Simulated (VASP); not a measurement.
Band structure of NiO (rock salt, AFM-II order). Calculation: LDA (Ceperley-Alder, Perdew-Zunger), VASP's LDA PAW potentials (set 64) (plane waves; VASP 6.6.1).

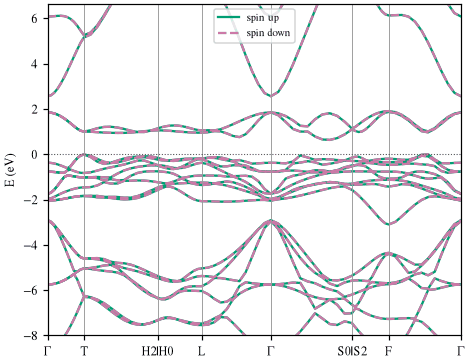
Figure. Bands along high-symmetry lines, zero at the valence-band maximum or, without a gap, the Fermi level

### Question
Read the plot: is there a gap, and where are the band edges?

### Answer
The gap is indirect, 0.64 eV, from the valence maximum at F-Γ at 0.55 to the conduction minimum at Γ-S0 at 0.73. (Edges off the drawn lines would not show.)

The compound is NiO in the rock salt, AFM-II order structure. It was relaxed first, which changed the volume by -8 %.
